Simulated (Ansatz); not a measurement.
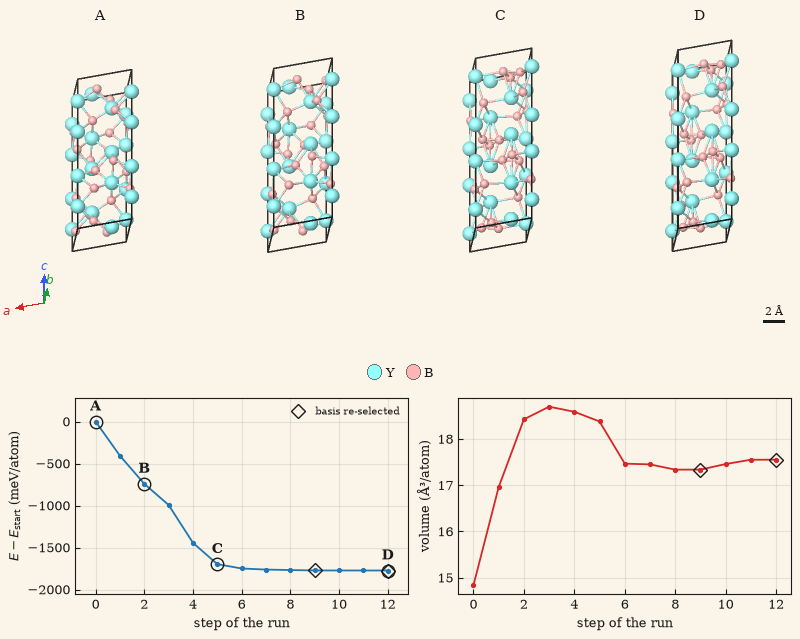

Frames of a relaxation of solid Y2B3 (built on the corundum_167 type) (coarse preliminary run), marked on the history of the run. The picture is a ball-and-stick view of the conventional cell (3 times the calculation's cell), seen from a free direction. Lengths and directions refer to the drawn axes.

Case: corundum type (R-3c, No. 167).

These are results of DFT PBE, scalar-relativistic, plane waves, PAW (Ansatz 0.2.0), not measurements. Set-up: plane-wave cutoff 420 eV; k-point mesh 6 × 6 × 6; occupations gaussian; smearing width 0.1 eV; no spin polarisation; cell and atoms relaxed; force threshold 0.04 eV/Å; at most 70 steps.

Describe the path.

Answer. Over 10 accepted moves (12 points after the start) the energy falls by 1774 meV per atom. Largest force component: 1.6 eV/Å at the start, 0.00026 eV/Å at the end. Pressure: 32.64 GPa at the start and −0.01 GPa at the end. At 2 points the geometry stayed and the basis and grid were re-selected for the new cell (energy shift of 4.7 meV per atom at most each time). The largest moves relative to the cell, 0.78 Å, are those of B atoms. By element the largest moves are B 0.78 Å, Y 0.63 Å. The volume changes by +18.3 %, with a = b 5.731 → 5.699 Å (−0.6 %), c 15.646 → 18.722 Å (+19.7 %). Among the contacts that change: Y–Y 3.197 → 5.088 Å, B–B 3.040 → 1.667 Å, Y–Y 3.361 → 3.834 Å, Y–Y 3.875 → 3.486 Å. New bonds form: B–B (3.04 → 1.67 Å). Bond angles that change, for instance: Y–B–Y 84.7° → 138.6°, B–Y–B 164.2° → 122.4°, Y–B–Y 120.4° → 85.5°. The space group stays R-3c (No. 167). The run took 76 s on 1 thread of Intel(R) Xeon(R) 6975P-C (Granite Rapids) (shared host), peak memory 0.59 GiB. From step 0 to 2: B atoms move most (0.29 Å), volume +24.2 %, energy −741 meV per atom. From step 2 to 5: B atoms move most (0.61 Å), volume −0.2 %, energy −957 meV per atom. From step 5 to 12: Y atoms move most (0.12 Å), volume −4.5 %, energy −75.5 meV per atom.

```tsv
step	E − E(0), meV/atom	largest force component, eV/Å	pressure, GPa	volume, Å³/atom	note
0	0.00	1.5524	32.64	14.834	
1	-406.94	1.7039	14.23	16.957	
2	-741.42	1.7063	1.62	18.424	
3	-993.35	2.0507	-3.69	18.698	
4	-1443.99	2.9516	-7.65	18.588	
5	-1698.05	1.5612	-4.92	18.378	
6	-1749.67	0.8820	0.42	17.466	
7	-1762.51	0.4424	0.28	17.451	
8	-1768.20	0.0384	0.14	17.337	
9	-1772.95	0.0395	0.41	17.337	same geometry, new basis
10	-1773.36	0.0302	0.12	17.458	
11	-1773.49	0.0005	-0.01	17.552	
12	-1773.60	0.0003	-0.01	17.552	same geometry, new basis
```
